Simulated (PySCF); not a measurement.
```xyz
18
charge 0, multiplicity 1
C    -3.1552   -0.3479   -0.9771
C    -2.4209   -0.3835    0.1173
C    -1.3171    0.5834    0.4267
C     0.0047   -0.1355    0.5741
C    -0.0169   -1.3756    1.2433
N    -0.0765   -2.3809    1.7934
C     1.1501    0.3688    0.0902
O     2.3366   -0.2590    0.2043
C     3.4383    0.3831   -0.3955
H    -3.9333   -1.0682   -1.1610
H    -3.0153    0.4072   -1.7339
H    -2.5757   -1.1534    0.8612
H    -1.5489    1.0970    1.3673
H    -1.2350    1.3342   -0.3617
H     1.1512    1.3293   -0.4185
H     4.2790   -0.3011   -0.3013
H     3.2508    0.5856   -1.4547
H     3.6753    1.3227    0.1145
```

Geometry: an image of a reaction path computed with GFN2-xTB, not a minimum.

Work out the structure from the coordinates.

The molecule is C₇H₉NO. SMILES: `C=CC/C(C#N)=C/OC`. It has no ring. Among its groups: ether, nitrile, alkene. Coordination: 4 C trigonal planar; 2 C tetrahedral; 1 C linear; 1 O bent.

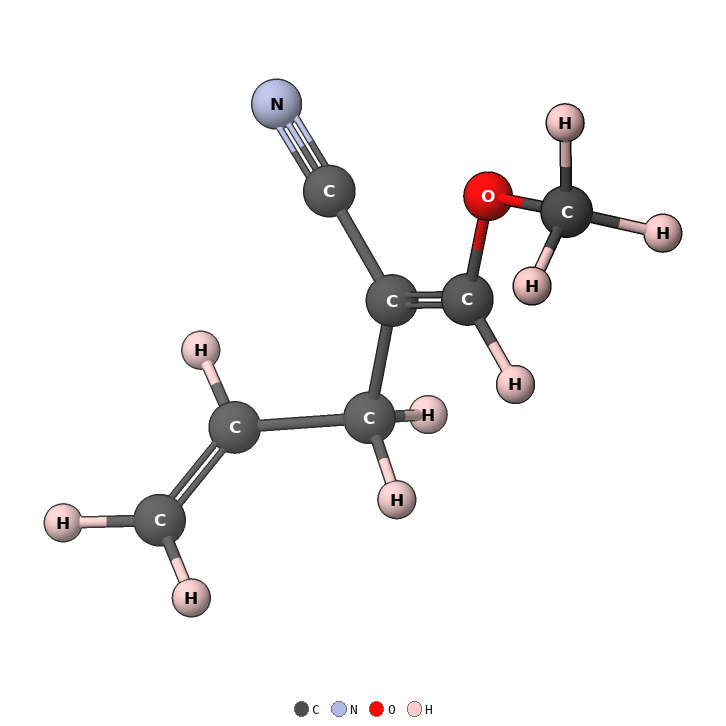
